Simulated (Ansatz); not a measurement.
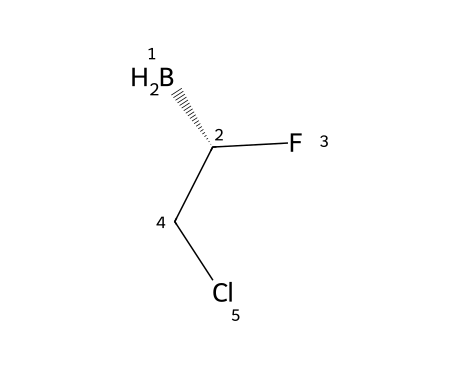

A structural formula, with wedges where it has stereocentres; small numbers name the atoms. The configuration is that of a computed structure (PBE-D4/def2-SVP).

Q: What are the Cahn–Ingold–Prelog descriptors?

A: C2: S.

Q: Write the isomeric SMILES.

A: B[C@H](F)CCl
